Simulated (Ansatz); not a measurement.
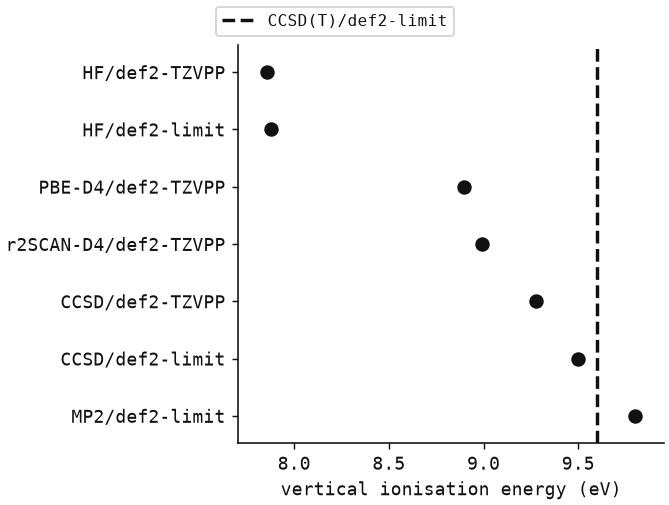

Vertical ionisation energy of ZnNH₃S, SMILES [NH2][Zn][SH], singlet, taken as the energy of the cation less that of the neutral at fixed geometry (unrestricted doublet cation, cores frozen in correlated methods, no spin-orbit coupling), the Ansatz code, at a PBE0-D4/def2-TZVP geometry (a minimum by its frequencies). Choice of cores on heavy atoms: Zn/Cu 3s3p. Limit means an estimate of the basis limit from triple and quadruple zeta; for coupled cluster it is either extrapolated directly or built as the MP2 limit plus the step from MP2 in triple zeta. The distance of CCSD/def2-TZVPP to the limit includes basis error.

Which level comes closest to the line (CCSD(T)/def2-limit), and which misses most?

Closest CCSD/def2-limit (9.50 eV), against 9.60 eV; farthest HF/def2-TZVPP (7.86 eV).

What range do the values span, the line included?

From 7.86 eV (HF/def2-TZVPP) to 9.80 eV (MP2/def2-limit).

Limits of at least one run: no scalar relativity up to krypton.
